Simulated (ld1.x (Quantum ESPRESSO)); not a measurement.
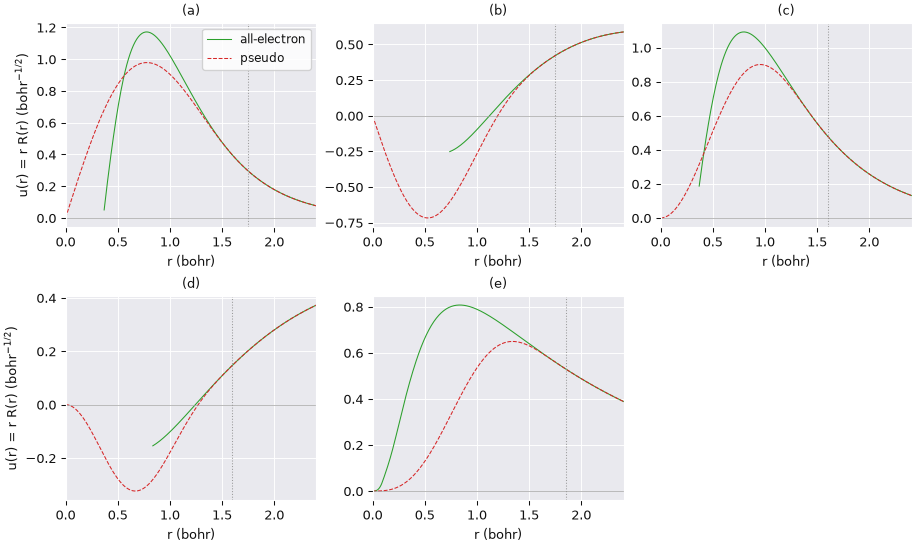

All-electron valence functions (solid) with their pseudo partners (dashed). Dotted lines mark the matching radii. The all-electron curves start outside the innermost oscillations, which aren't drawn.

ld1.x (Quantum ESPRESSO) 7.5, LDA (PZ), scalar-relativistic. The levels are (a) -74.96 eV, (b) -5.16 eV, (c) -46.76 eV, (d) -1.85 eV, (e) -4.49 eV.

Question: Identify the atom and the shell in each panel.

Answer: Chromium (Cr), core [Ne], valence 3s2 3p6 3d5 4s0 4p1 (neutral): (a) 3s, (b) 4s, (c) 3p, (d) 4p, (e) 3d.

Question: Are the pseudo-waves norm-conserving?

Answer: No. It is a PAW set: the norm inside the radius is free, and the augmentation charge carries the difference.
